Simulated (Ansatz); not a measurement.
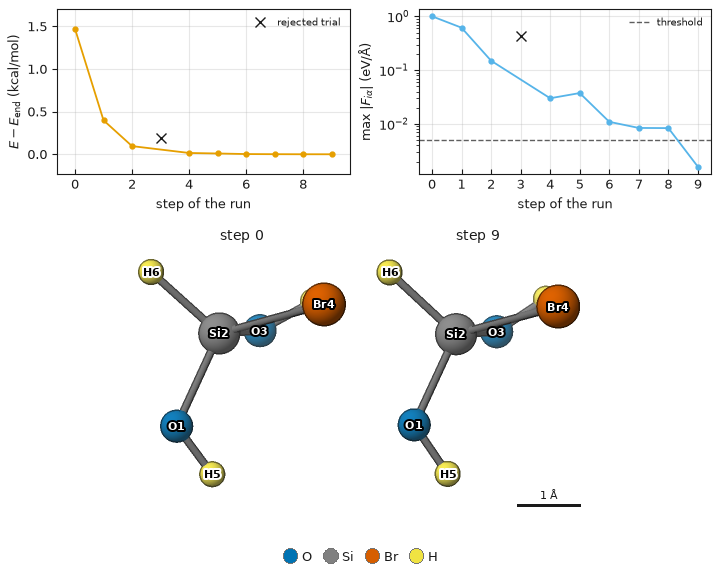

First and last geometry of a relaxation of SiH3O2Br, with the history of the run. Style: ball-and-stick. Shown from a free direction.

The start comes from PBE-D4/def2-SVP.

Method: RKS PBE0-D4/def2-TZVP in Ansatz. (force threshold 0.005 eV/Å; at most 150 steps)

**Read the history and describe the run.**

It converged. Over 8 accepted moves (9 points after the start) the energy falls by 1.47 kcal/mol. The largest force component goes from 1 to 0.0016 eV/Å. The line search rejected the trial step at point 3 of the run. An H atom moves most after the best rigid fit: 0.069 Å. Largest moves by element: H 0.069 Å, Br 0.045 Å, O 0.040 Å, Si 0.019 Å. Near-neighbour distances that change, for instance: O–Si 1.668 → 1.631 Å, Br–Si 2.257 → 2.230 Å, H–Si 1.487 → 1.469 Å, H–O 0.974 → 0.959 Å. Among the angles between lasting bonds that change: Si–O–H 115.0° → 117.9°, Si–O–H 115.7° → 118.6°.

```tsv
step	E − E(0), kcal/mol	largest force component, eV/Å	note
0	0.00	1.0070	
1	-1.07	0.6180	
2	-1.38	0.1503	
3	-1.28	0.4374	rejected
4	-1.46	0.0301	
5	-1.46	0.0377	
6	-1.47	0.0110	
7	-1.47	0.0085	
8	-1.47	0.0084	
9	-1.47	0.0016
```
